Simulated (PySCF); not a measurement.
**Br₄Si, SMILES `Br[Si](Br)(Br)Br`: what the electrons do**

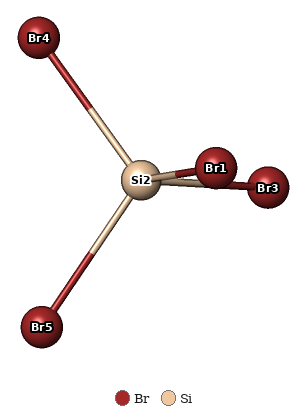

The molecule, with its atoms numbered as below. No frequency check shows the geometry to be a minimum.

Geometry (Å), atoms numbered from 1:

```
Br1     -1.2757    0.0568    1.8031
Si2      0.0004    0.0003    0.0002
Br3     -1.2758   -0.0568   -1.8031
Br4      1.2756   -1.8032    0.0567
Br5      1.2758    1.8031   -0.0568
```

## 1. Bonding charge

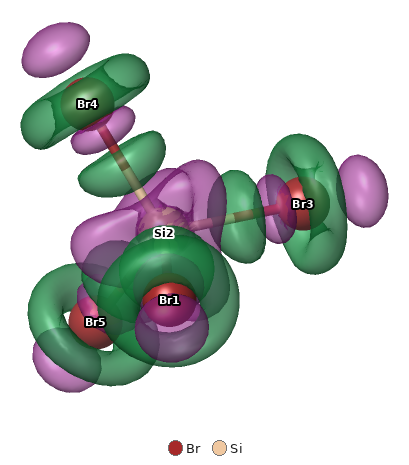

Deformation density (molecule less spherical, spin-averaged free atoms at the same positions), surfaces at ±0.04 e/Å³; green: gain, purple: loss.

Level of theory: B3LYP/aug-cc-pVDZ (PySCF), at a geometry from GFN2-xTB.

> Describe the bonding that the map shows.

Si2–Br5, Br1–Si2, Si2–Br4 and Si2–Br3: +0.05 e/Å³ at the bond critical point (bond length 2.21 Å); up to 0.6 Å beside the axis the gain reaches +0.16 e/Å³. In all, 1.1 electrons gather in the regions of gain relative to the promolecule. A small or negative value marks a very polar bond, one between electron-rich atoms, whose free-atom densities already overlap strongly, a long bond to a heavier atom, or a closed-shell contact such as a hydrogen bond.

## 2. Bond critical points

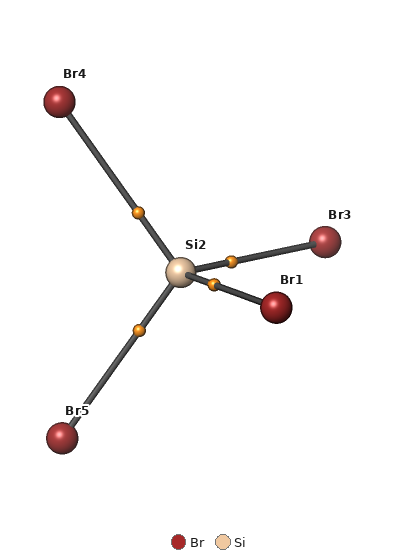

Molecular graph of the electron density (QTAIM): bond paths, bond critical points (orange), ring points (yellow, if any); weak paths are dashed.

> How many critical points of each kind are there, and does the count close?

5 nuclei, 4 bond, 0 ring and 0 cage critical points: 5 − 4 + 0 − 0 = 1, as the Poincaré–Hopf relation requires.

> Give the properties at the bond critical points.

```json
{"bond": "Si2–Br5 (4 alike)", "length (Å)": "2.209", "ρ (a.u.)": "0.089", "∇²ρ (a.u.)": "+0.12", "ε": "0.00", "H (a.u.)": "−0.046"}
```

> What kind of interaction is Si2–Br5?

Polar or intermediate (positive Laplacian, negative energy density H): ρ = 0.089, ∇²ρ = +0.12, H = −0.046 a.u.

## 3. Local ionisation energy

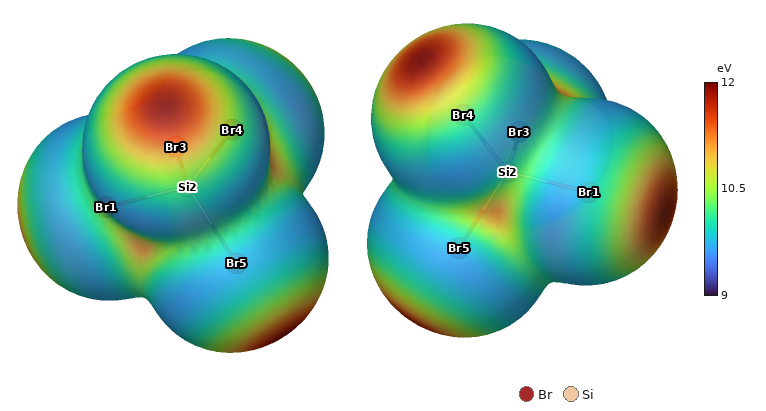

Average local ionisation energy on the surface of electron density 0.001 a.u. (back view left, front view right).

> Locate the minima of the map.

The lowest value is 9.6 eV, 2.3 Å from Br3, and at like points elsewhere. For comparison, the highest occupied orbital lies at −8.4 eV.

## 4. In an electric field

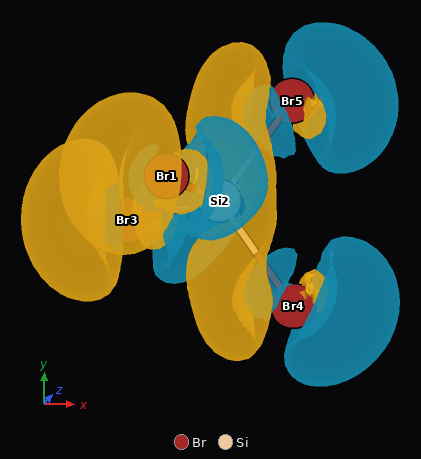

Change of the electron density in a uniform field of 0.10 V/Å, surfaces at ±0.0006 e/Å³ (yellow: gain, teal: loss).

Level of theory: CAM-B3LYP/def2-SVPD (PySCF), at a geometry from GFN2-xTB.

The field was applied in both directions; the picture shows the one opposite to the script's first.

> Along which Cartesian direction does the field point?

Along +x: electrons gather on the −x side, against the field.

> How large is the response?

The induced dipole is 0.55 D (along the field); α along this axis, from the fields in both directions, is 109 bohr³ (16.1 Å³).

## 5. Removing or adding an electron

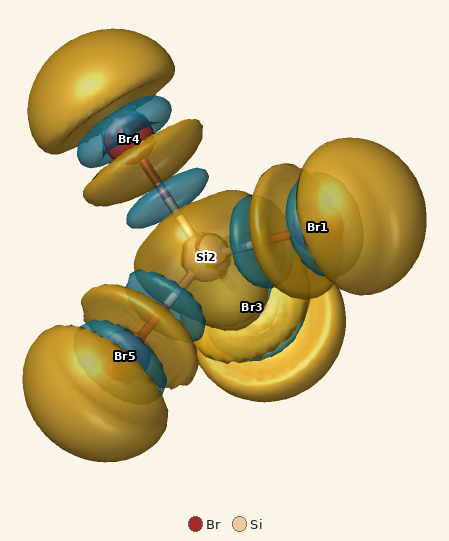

Fukui function f⁺ = ρ(N+1) − ρ(N) at fixed geometry, surfaces at ±0.01 e/Å³ (yellow positive, teal negative).

PySCF calculation, CAM-B3LYP/def2-SVP, gas phase; geometry: GFN2-xTB.

> Which atoms respond most to the addition of an electron?

f⁺ (Hirshfeld-condensed) is largest on Br1, Br3, Br4 and Br5 (0.22 each) and Si2 (0.13); the vertical electron affinity is −0.24 eV (the stability of the anion's solution wasn't checked; negative, but this basis has no diffuse functions, so it doesn't show that the anion is unbound). Condensed values hint at sites of nucleophilic attack but needn't mark the atom that reacts. Orbital relaxation makes it negative in places (0.14 e in all).
